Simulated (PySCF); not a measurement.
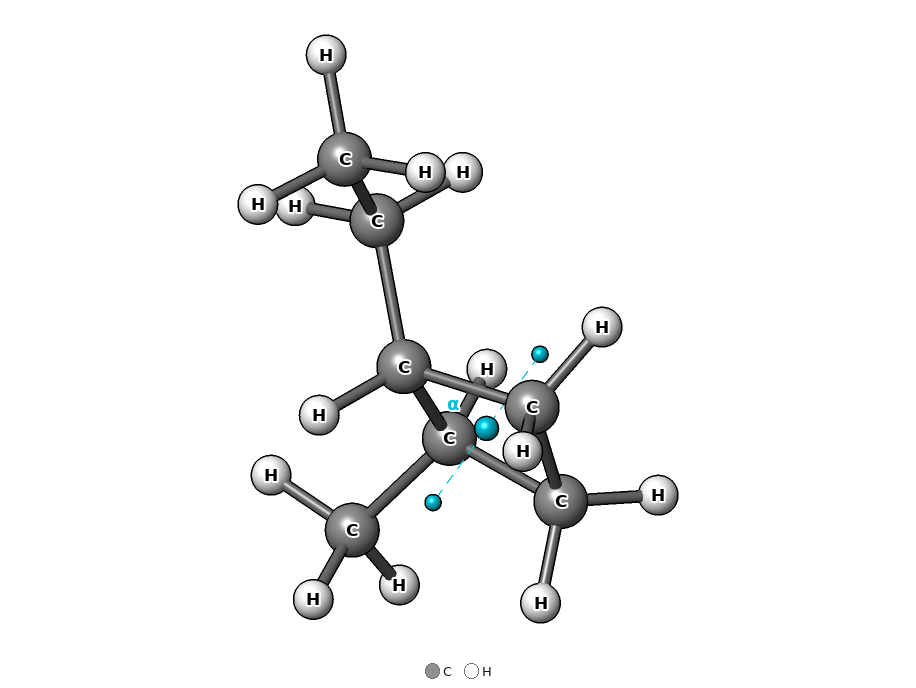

The small points mark where nucleus-independent chemical shifts (NICS) were computed: at the centre of each lettered ring and 1 Å above and below it. The geometry was computed by an optimisation with GFN2-xTB. No frequency run is at hand to confirm it as a minimum. Properties computed with GIAO PBE0/pcSseg-1 NMR shielding, non-relativistic, gas phase (PySCF 2.14.0).

Give NICS(0), NICS(1) and the out-of-plane component NICS(1)zz for each ring (means of the two sides).

```csv
ring,members,NICS(0),NICS(1),NICS(1)zz
α,C4,−0.7,−0.7,4.2
```

Values in ppm.
